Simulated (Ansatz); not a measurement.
## Electronic structure of AlH2N2 (charge +1) in real space

Input

```
crystal:
  periodic: [false, false, false]
  atoms:
    - {symbol: Al, position_ang: [1.910566, 1.339414, -1.410796]}
    - {symbol: N, position_ang: [0.335370, -0.450981, -1.217805]}
    - {symbol: "N", position_ang: [0.635950, -0.163478, -0.053237]}
    - {symbol: H, position_ang: [-0.349228, -1.219061, -1.354803]}
    - {symbol: H, position_ang: [0.181789, -0.711263, 0.702446]}
basis:
  gaussian:
    orbitals: def2-TZVPD
total_charge: 1
output: {forces: true, orbitals: {seedname: orbitals}}
hamiltonian:
  xc: pbe0
```

Run with:

```sh
ansatz run input.yaml --threads 1 --pin off --max-ram 2610MiB --events-out events.jsonl --progress --plain --runs-dir runs
```

Geometry: B3LYP/6-31G*.

Level of theory: Ansatz, isolated molecule in a Gaussian basis; Kohn-Sham density functional theory, functional PBE0.

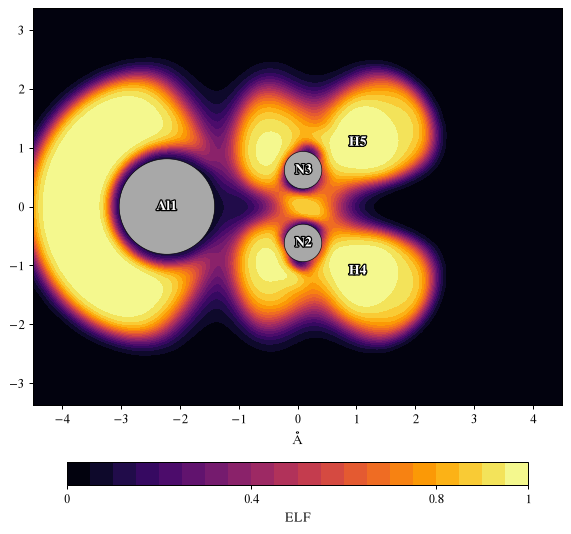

Figure 1. Electron localisation function on the molecular plane. Grey discs cover the atomic cores.

Question: What do the fields say about this system?

Answer:
- The section cuts through Al, N and H sites.
- N–N (1.24 Å): the ELF peaks at about 0.85 between the atoms (localised, covalent bonding).
- Al–N (2.39 Å): the ELF is about 0.20 at the midpoint.
- N–H (1.04 Å): the ELF climbs to about 1 towards the hydrogen, as it does in any bond to H: a covalent bond by its length.
- The ELF also peaks beside N2 and N3, away from the bonds: lone-pair regions.

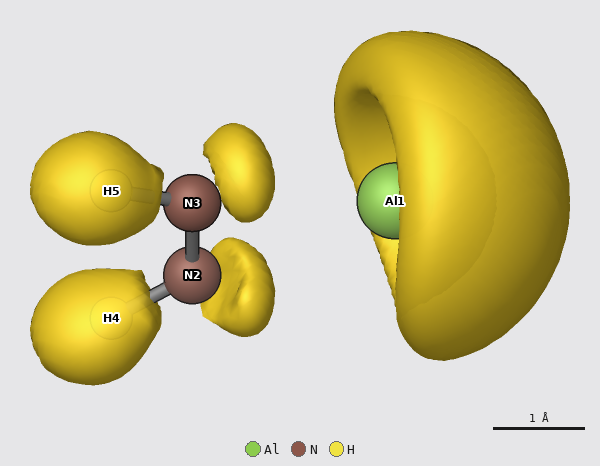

Figure 2. Isosurface of the ELF at 0.9 (yellow), seen at an oblique angle. Only the valence region is drawn (cores and ρ < 0.01 e/Å³ removed).

Question: Describe the localisation domains.

Answer: The surface consists of two regions around hydrogen nuclei, two lobes on N, pointing away from the bonds (lone pairs) and one region wrapped around Al (its valence shell).

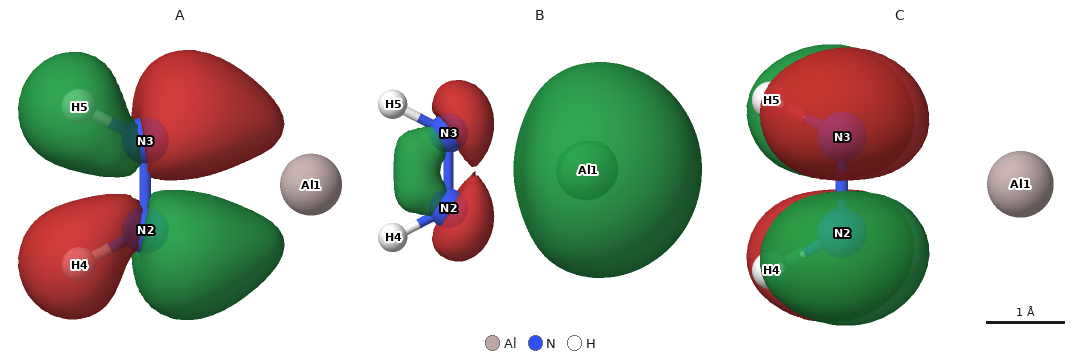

Figure 3. Three frontier orbitals at ±0.1 Å⁻³ᐟ² (green and red are the two phases), in no order.

Question: Order the three orbitals by energy and name them.

Answer: A is the HOMO−1 (−14.27 eV). It lies mainly on N2 (about 35 %), N3 (about 35 %), H4 (about 10 %) and H5 (about 10 %); it is symmetric in the molecular plane (an in-plane orbital: σ, lone-pair or in-plane π type). B is the HOMO (−12.99 eV). Its weight (Hirshfeld) is mainly on Al1 (about 90 %); it is symmetric in the molecular plane (an in-plane orbital: σ, lone-pair or in-plane π type). C is the LUMO (−8.16 eV). It lies mainly on N2 (about 45 %) and N3 (about 45 %); it changes sign across the molecular plane (π type); π-antibonding (a node) across N2–N3.

Question: What is the HOMO–LUMO gap?

Answer: 4.83 eV between the orbital energies.

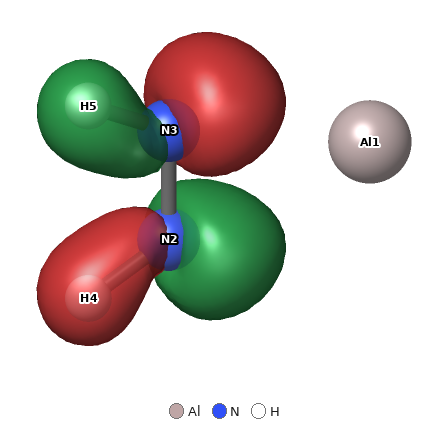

Figure 4. The HOMO−1 at ±0.2 Å⁻³ᐟ² (green and red are the two phases), seen at a tilt.

Question: Where does this orbital lie, and at what energy?

Answer: It lies mainly on N2 (about 35 %), N3 (about 35 %), H4 (about 10 %) and H5 (about 10 %); it is symmetric in the molecular plane (an in-plane orbital: σ, lone-pair or in-plane π type). Its energy is −14.27 eV.
